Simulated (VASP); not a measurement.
Band structure of CrO$_{2}$ (rutile). Method: r2SCAN+rVV10, VASP's PBE PAW potentials (set 64) (plane waves; VASP).

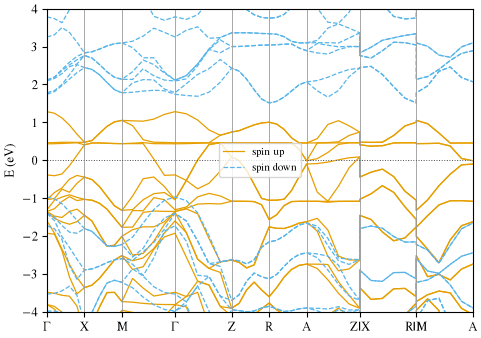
Figure: Bands along high-symmetry lines, zero at the valence-band maximum or, without a gap, the Fermi level

Q: Read the plot: is there a gap, and where are the band edges?

A: It has no gap at this level: it comes out as a metal or semimetal.

The compound is CrO2 in the rutile structure. It was relaxed first.
